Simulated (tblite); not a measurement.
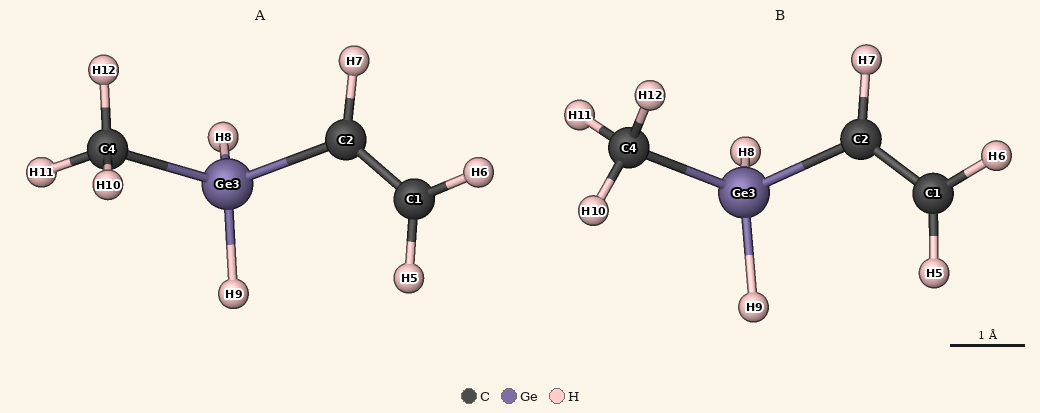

Two geometries of C3H8Ge, drawn at one scale. One is the start of a relaxation, the other its converged end. A ball-and-stick model, seen at a tilt.

Theory: tblite 0.8.0, GFN2-xTB geometry optimisation, gas phase. 

Which one is relaxed?

Structure A is the relaxed one. Over 88 geometry steps the energy falls by 20.5 kJ/mol. The largest move after the best rigid fit is that of H11, 0.84 Å. Largest moves by element: H 0.84 Å, Ge 0.14 Å, C 0.10 Å. Among the contacts that change: Ge3–H9 1.559 → 1.504 Å, Ge3–H8 1.561 → 1.507 Å, Ge3–C4 1.924 → 1.970 Å, C2–Ge3 1.925 → 1.951 Å. Bond angles that change, for instance: H11–C4–H12 113.1° → 108.2°, Ge3–C4–H11 106.3° → 111.2°, C2–Ge3–H8 104.7° → 109.6°. Groups turn about Ge3–C4 by about 50°.
